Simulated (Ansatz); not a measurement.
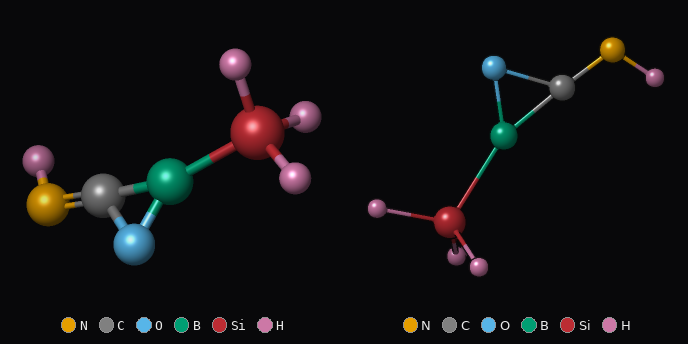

Two views of one molecule.

Computed geometry: PBE0-D4/def2-TZVP optimisation.

What is the molecular formula?

Answer. CH₄BNOSi, 9 atoms: 1 carbon, 4 hydrogen, 1 boron, 1 nitrogen, 1 oxygen and 1 silicon.

Describe its rings.

Answer. Independent rings (smallest set): 1 of 3 members.

What is its SMILES?

Answer. [H]/N=C1/OB1[SiH3]

How many atoms are distinct by symmetry?

Answer. 8: 1 N, 1 C, 1 O, 1 B, 1 Si, 1 H, 2 H, 1 H.

The parts below concern this one geometry. Atoms keep their numbers from picture to picture.

Shape

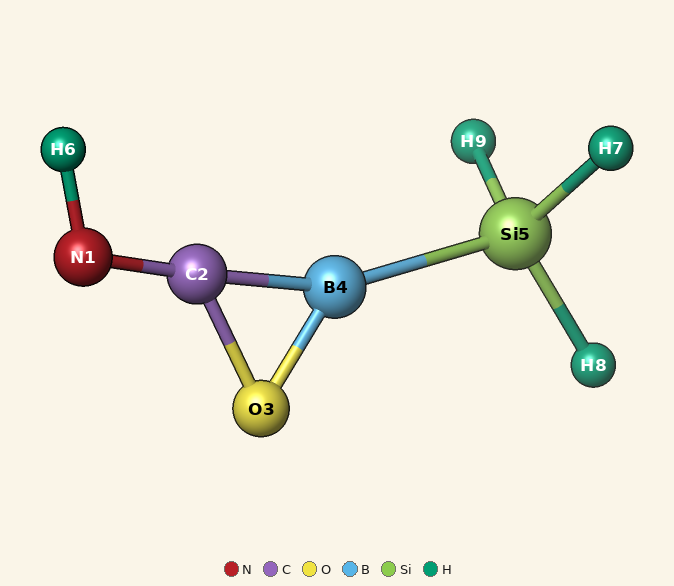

The atoms are numbered.

Give these bond angles: C2–N1–H6, N1–C2–O3, N1–C2–B4, O3–C2–B4, C2–O3–B4, C2–B4–O3, C2–B4–Si5, O3–B4–Si5, B4–Si5–H8, B4–Si5–H7.

| angle | degrees |
| --- | --- |
| C2–N1–H6 | 110.4 |
| N1–C2–O3 | 127.2 |
| N1–C2–B4 | 177.3 |
| O3–C2–B4 | 55.6 |
| C2–O3–B4 | 64.7 |
| C2–B4–O3 | 59.8 |
| C2–B4–Si5 | 161.3 |
| O3–B4–Si5 | 138.9 |
| B4–Si5–H8 | 111.3 |
| B4–Si5–H7 | 108.3 |

Dipole moment

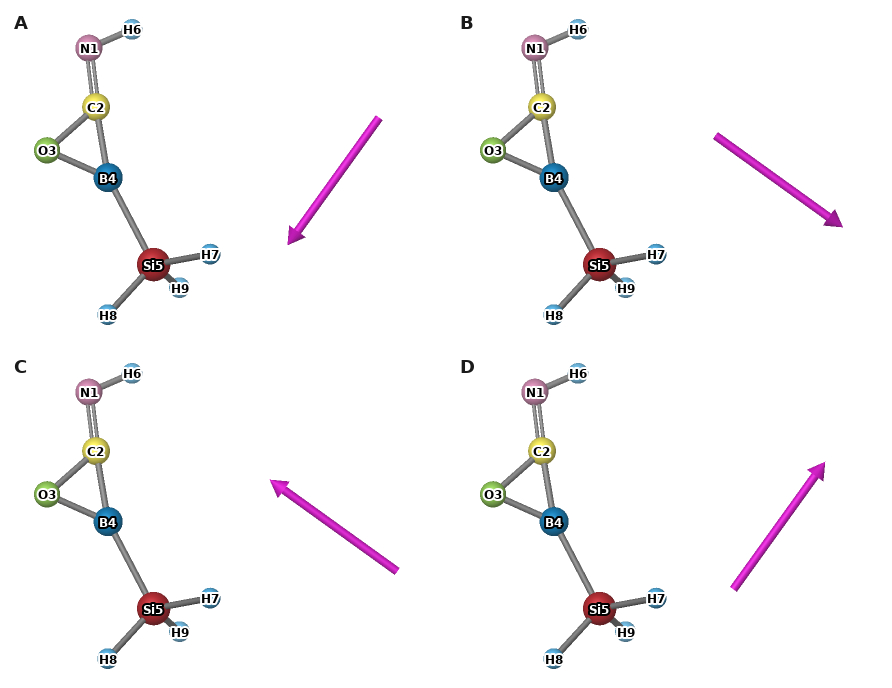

The same molecule four times, each with an arrow. Level of theory: RKS r2SCAN-D4/def2-TZVPP (Ansatz 0.2.0).

Which arrow points along the dipole moment, from the negative to the positive end?

Answer. B. The dipole moment is 2.93 D; it points from the side of N1 to the side of H7, H9 (the outermost atoms at the two ends).

Vibrations

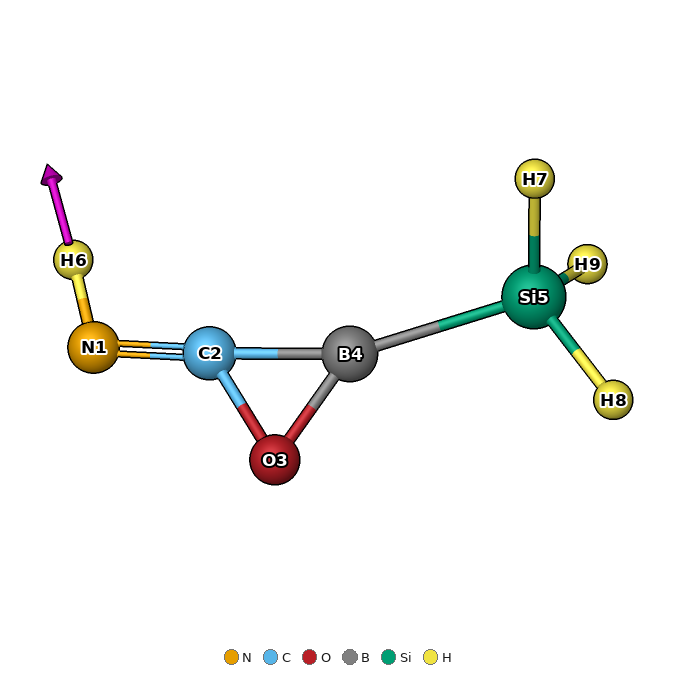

The arrows show one normal mode. Harmonic vibrations computed with RKS PBE0-D4/def2-TZVP (Ansatz 0.2.0) at a stationary point of the same level.

Describe the motion.

Answer. Mostly N–H stretching.

Estimate its harmonic wavenumber.

Answer. 3527 cm⁻¹; it is mode 21 of 21 counted from the lowest.

Charges

The questions are on Mulliken charges. Properties computed with RKS PBE0-D4/def2-TZVP (Ansatz 0.2.0).

Give the Mulliken charges atom by atom.

| atom | value (e) |
| --- | --- |
| N1 | −0.27 |
| C2 | 0.20 |
| O3 | −0.17 |
| B4 | −0.02 |
| Si5 | 0.03 |
| H6 | 0.24 |
| H7 | 0.00 |
| H8 | 0.00 |
| H9 | 0.00 |

Mulliken values depend strongly on the basis set and can even reverse the polarity of a bond.
